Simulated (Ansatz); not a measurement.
BF₂H···HF

```xyz
6

B    -0.3957    0.0135   -0.8289
F     0.6287   -0.3233    1.5076
F     0.3585   -0.9168   -1.3708
F    -1.6016   -0.3196   -0.4252
H     1.0410    0.3983    1.9061
H    -0.0307    1.1479   -0.7887
```

The product side of a reaction path; geometry: PBE0-D4/def2-TZVP.

These are results of Ansatz, RKS PBE0-D4/def2-TZVPP, not measurements.

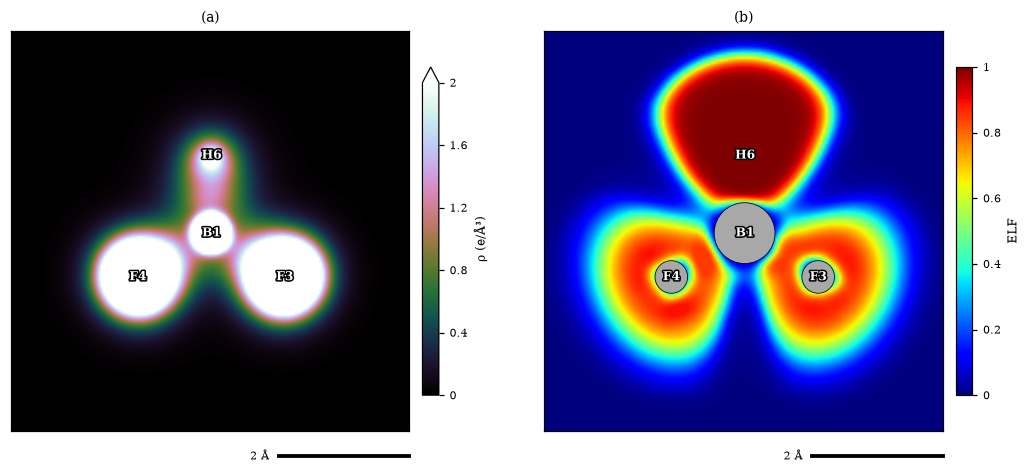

Figure 1. (a) total electron density; (b) ELF on the plane of atoms F3, B1 and H6. Grey discs cover the atomic cores in the ELF map.

Question: What do the fields say about this system?

Answer: The plane passes through B, F and H nuclei.
B–F (1.31 Å): ρ is about 2.3 e/Å³ halfway; the ELF peaks at about 0.85 between the atoms, as expected for a polar covalent bond.
B–H (1.19 Å): ρ at the midpoint is about 1.4 e/Å³; the ELF climbs to about 1 towards the hydrogen, as it does in any bond to H; an ordinary covalent bond to hydrogen.
The ELF also peaks beside F4 and F3, away from the bonds: lone-pair regions.

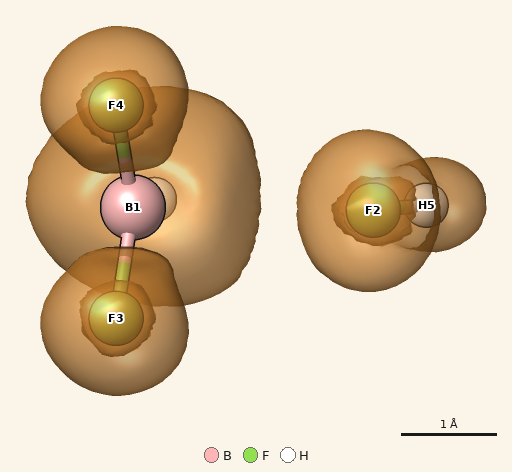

Figure 2. Isosurface of the electron localisation function at 0.75 (orange), seen across its widest extent. Core shells and regions of very low density are left out.

Question: Describe the localisation domains.

Answer: The surface consists of one region around a hydrogen nucleus, two regions on F in which the atom's valence shell and bonds are merged and one joined region spread over several atoms (F, H), in which their bonds and any lone pairs are merged. Profiles from the grid: B1···F2 (2.57 Å): the ELF is about 0.05 at the midpoint.

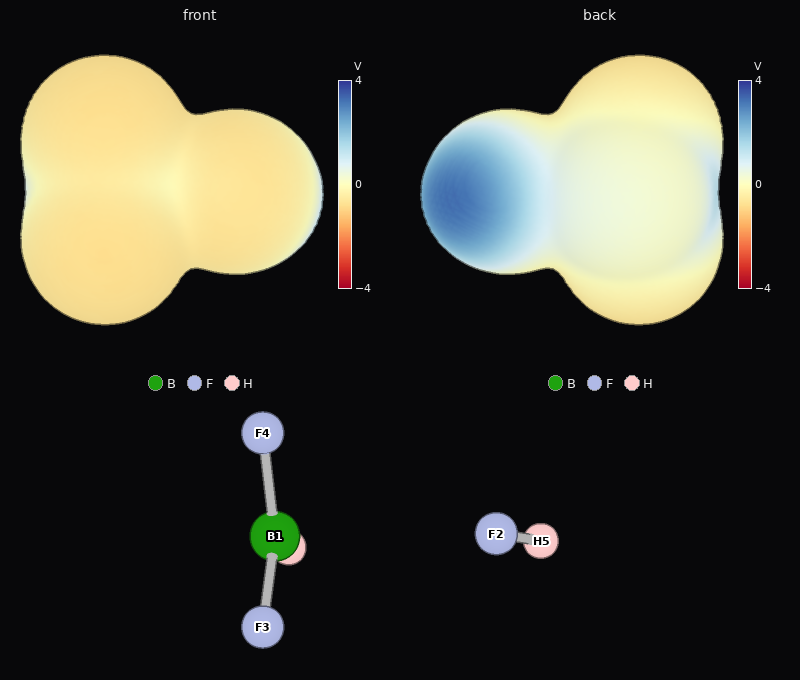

Figure 3. The molecular electrostatic potential painted on the density surface at 0.001 e/bohr³, seen from the front and from behind; red is negative and blue positive. The bare structure is drawn below in the same view.

Question: Where is the surface potential most negative and most positive?

Answer: The most negative region (about −0.8 V, or −18 kcal/mol for a unit charge) lies over F3 and F4, the most positive (about +3.2 V, or +74 kcal/mol for a unit charge) over H5.
